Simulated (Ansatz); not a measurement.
# Calculations on CH$_{4}$BO

### Relaxation

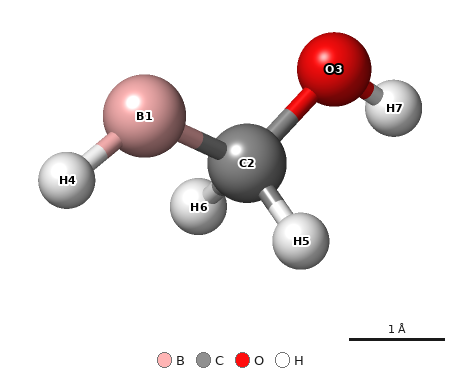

CH₄BO (multiplicity 2), before the relaxation. A ball-and-stick model, seen from a free direction.

The run prepares an end point of a later path (torsion) calculation, from a guessed geometry.

Level of theory: UKS PBE-D4/def2-mTZVP (Ansatz).

Input
```yaml
crystal:
  periodic: [false, false, false]
  atoms:
    - { symbol: B, position_ang: [-1.34959, -0.26255, -0.39602] }
    - { symbol: C, position_ang: [0.10492, 0.0771, 0.02884] }
    - { symbol: O, position_ang: [0.94376, -1.03847, 0.32719] }
    - { symbol: H, position_ang: [-2.1544, 0.5288, -0.67079] }
    - { symbol: H, position_ang: [0.57267, 0.67432, -0.77531] }
    - { symbol: H, position_ang: [0.06368, 0.74237, 0.91079] }
    - { symbol: H, position_ang: [1.81897, -0.72157, 0.57529] }
magnetization:
  spin_polarized: true
  initial_magnetization: 1
basis:
  gaussian: { orbitals: def2-mTZVP }
hamiltonian:
  xc: pbe
  dispersion: d4
relax:
  f_tol: 0.015
  max_steps: 40
```

Run as
```bash
ansatz run input.yaml --threads 1 --pin off --max-ram 2048MiB --backend cpu --events-out ev --progress --plain --runs-dir out
```

**Where does the relaxation end?**

The largest moves after the best rigid fit, 0.031 Å, are those of B1, O3 and H5. By element the largest moves are H 0.031 Å, O 0.030 Å, B 0.030 Å, C 0.021 Å. Among the contacts that change: B1–H4 1.162 → 1.199 Å, B1–C2 1.553 → 1.535 Å, O3–H7 0.963 → 0.976 Å, C2–H5 1.105 → 1.118 Å. Bond angles that change, for instance: O3–C2–H5 109.0° → 111.9°, B1–C2–H5 108.4° → 106.1°. After 3 geometry steps the energy has fallen by 4.93 kJ/mol. Largest force component: 1.1 eV/Å at the start, 0.013 eV/Å at the end.

The structure at the end:

```xyz
7

B    -1.3211   -0.2576   -0.3876
C     0.1200    0.0630    0.0337
O     0.9496   -1.0682    0.3293
H    -2.1696    0.5387   -0.6754
H     0.5498    0.6929   -0.7834
H     0.0413    0.7607    0.9032
H     1.8300   -0.7296    0.5802
```

### Relaxation

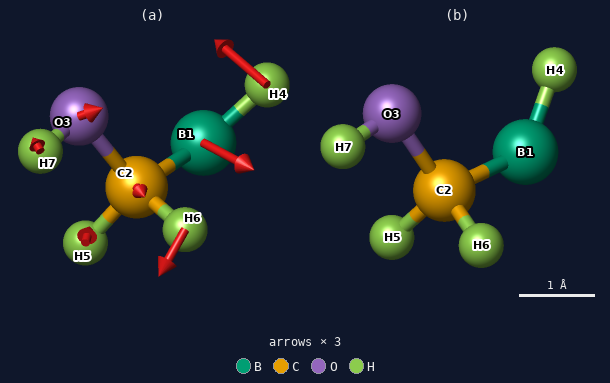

The structure of CH$_{4}$BO (multiplicity 2) before (left) and after (right) a relaxation, at one scale. The red arrows give the displacements, magnified 3 times.

The picture is a ball-and-stick view, seen from a free direction.

The run prepares an end point of a later path (torsion) calculation, from a guessed geometry.

Computed with UKS PBE-D4/def2-mTZVP in Ansatz 0.2.0. Settings: collinear spin; force threshold 0.015 eV/Å; at most 40 steps.

Q: What changed between the two?

A: After 7 accepted moves (9 points after the start) the energy has fallen by 27.9 kJ/mol. The largest force component goes from 1 to 0.011 eV/Å. The line search rejected the trial steps at points 2, 5 of the run. H4 moves most after the best rigid fit: 0.39 Å. Largest moves by element: H 0.39 Å, B 0.34 Å, O 0.12 Å, C 0.08 Å. Some distances before and after: B1–H4 1.162 → 1.197 Å, B1–C2 1.553 → 1.537 Å, C2–O3 1.427 → 1.443 Å, O3–H7 0.963 → 0.977 Å. Among the angles between lasting bonds that change: C2–B1–H4 124.4° → 132.8°, O3–C2–H5 109.0° → 111.7°, H5–C2–H6 105.7° → 103.7°. Groups turn about B1–C2 by about 60°. The run took 31 s on 1 thread of AMD EPYC 7R43 64-Core Processor (Zen 3) (shared host), peak memory 0.15 GiB.

### Path

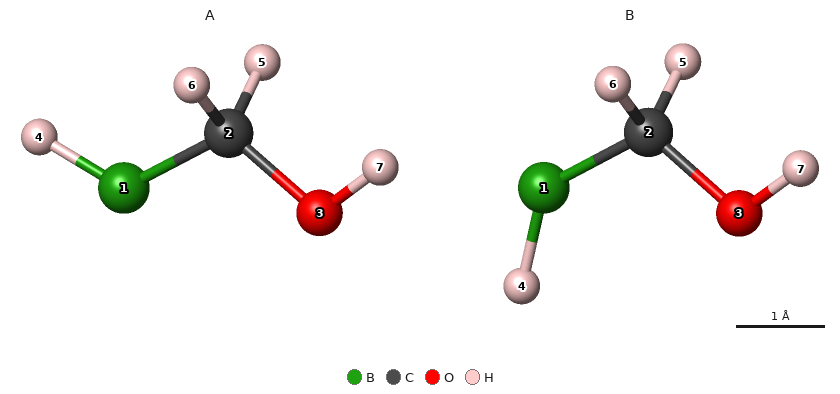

The two relaxed end points of a path for CH4BO (multiplicity 2). The picture is a ball-and-stick view, seen at a tilt.

These are results of UKS PBE-D4/def2-mTZVP (Ansatz 0.2.0), not measurements.

Input
```yaml
crystal:
  periodic: [false, false, false]
  atoms:
    - { symbol: B, position_ang: [-1.321087, -0.257605, -0.38759] }
    - { symbol: C, position_ang: [0.119978, 0.063032, 0.033667] }
    - { symbol: O, position_ang: [0.949608, -1.068161, 0.32926] }
    - { symbol: H, position_ang: [-2.169576, 0.538716, -0.675432] }
    - { symbol: H, position_ang: [0.549782, 0.692902, -0.783371] }
    - { symbol: H, position_ang: [0.041338, 0.760718, 0.903232] }
    - { symbol: H, position_ang: [1.829968, -0.729603, 0.580224] }
magnetization:
  spin_polarized: true
  initial_magnetization: 1
basis:
  gaussian: { orbitals: def2-mTZVP }
hamiltonian:
  xc: pbe
  dispersion: d4
neb:
  order_check: false
  images: 5
  f_tol: 0.05
  max_iterations: 60
  initial_path: idpp
  final_atoms:
    - { symbol: B, position_ang: [-1.30100533, 0.40365025, -0.40565591] }
    - { symbol: C, position_ang: [0.16630975, 0.29615934, 0.03977557] }
    - { symbol: O, position_ang: [0.64671516, -1.04978434, 0.237547] }
    - { symbol: H, position_ang: [-2.14376758, -0.41460584, -0.63335811] }
    - { symbol: H, position_ang: [0.77632953, 0.84489715, -0.71547511] }
    - { symbol: H, position_ang: [0.27350381, 0.91169728, 0.96311192] }
    - { symbol: H, position_ang: [1.58192566, -0.99201484, 0.51404463] }
```

Run as
```bash
ansatz run input.yaml --threads 1 --pin off --max-ram 2048MiB --backend cpu --events-out ev --progress --plain --runs-dir out
```

Q: What barrier does the band find between them, and by what path?

A: Forward barrier 6.4 kcal/mol, backward barrier 6.1 kcal/mol, with image 3 at the top; the reaction energy is +0.3 kcal/mol. The motion is an in-plane inversion: the angle C2–B1–H4 opens from 126° to 176° on the way and closes on the other side (133° at the end). No bond forms or breaks between the ends. Bond angles that change up to the highest image, for instance: C2–B1–H4 126.3° → 176.4°. The band is converged.

Energies of the converged images:

```tsv
image	path (Å)	E (kcal/mol)
0	0.00	0.0
1	0.25	0.9
2	0.50	3.8
3	0.75	6.4
4	1.01	3.8
5	1.28	1.1
6	1.55	0.3
```

The geometry at the top of the path:

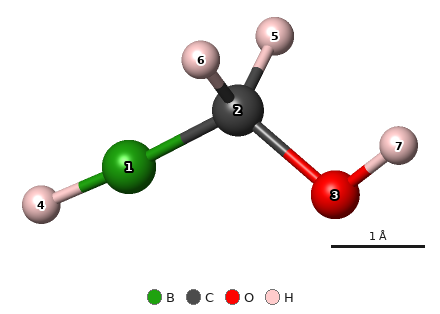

Cost: 60 s on 1 thread of AMD EPYC 7R43 64-Core Processor (Zen 3), on a shared host, peak memory 0.16 GiB.
